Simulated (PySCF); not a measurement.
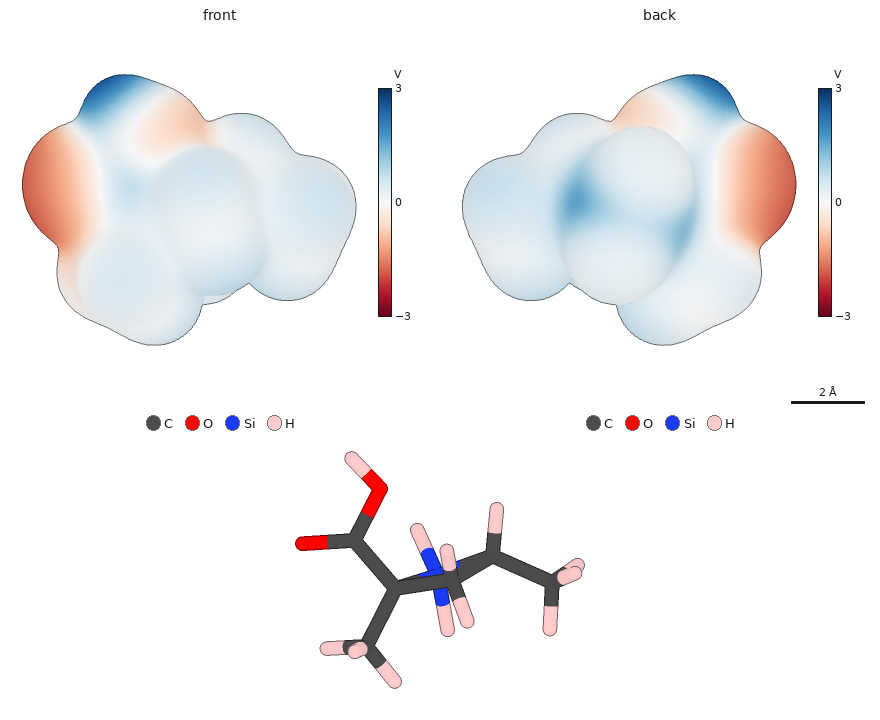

The picture shows: C₆H₁₂O₂Si. The molecular electrostatic potential painted on the density surface at 0.002 e/bohr³, seen from the front and from behind; red is negative and blue positive. The bare structure is drawn below in the same view.

Geometry: GFN2-xTB.

The calculation used PBE0/pcSseg-1, SCF density, gas phase, non-relativistic (PySCF 2.14.0).

```yaml
atoms:
  - { symbol: C, position_ang: [-2.7171, -0.1818, -0.0444] }
  - { symbol: C, position_ang: [-1.3496, 0.4021, 0.2780] }
  - { symbol: C, position_ang: [-0.3385, 0.3666, -0.8902] }
  - { symbol: C, position_ang: [0.9308, -0.1391, -0.1693] }
  - { symbol: C, position_ang: [1.6679, -1.2621, -0.8792] }
  - { symbol: C, position_ang: [1.8581, 0.9358, 0.2404] }
  - { symbol: O, position_ang: [3.0556, 0.8433, 0.3588] }
  - { symbol: O, position_ang: [1.2122, 2.0759, 0.5842] }
  - { symbol: Si, position_ang: [-0.1381, -0.5671, 1.4001] }
  - { symbol: H, position_ang: [-2.6290, -1.2112, -0.3851] }
  - { symbol: H, position_ang: [-3.2023, 0.3974, -0.8292] }
  - { symbol: H, position_ang: [-3.3560, -0.1678, 0.8360] }
  - { symbol: H, position_ang: [-1.4835, 1.4301, 0.6206] }
  - { symbol: H, position_ang: [-0.6434, -0.3599, -1.6426] }
  - { symbol: H, position_ang: [-0.2015, 1.3306, -1.3784] }
  - { symbol: H, position_ang: [1.0248, -2.1320, -0.9928] }
  - { symbol: H, position_ang: [1.9917, -0.9369, -1.8677] }
  - { symbol: H, position_ang: [2.5515, -1.5464, -0.3132] }
  - { symbol: H, position_ang: [1.8592, 2.7290, 0.8900] }
  - { symbol: H, position_ang: [-0.3580, -2.0097, 1.5071] }
  - { symbol: H, position_ang: [0.2563, 0.0201, 2.6765] }
```

Which sites attract a positive test charge, and which a negative one?

Answer. A positive charge is drawn to the negative regions and a negative charge to the positive ones. The most negative region (about −1.8 V) lies over O7, the most positive (about +2.4 V) over H19. O7 is the likeliest acceptor of a hydrogen bond.
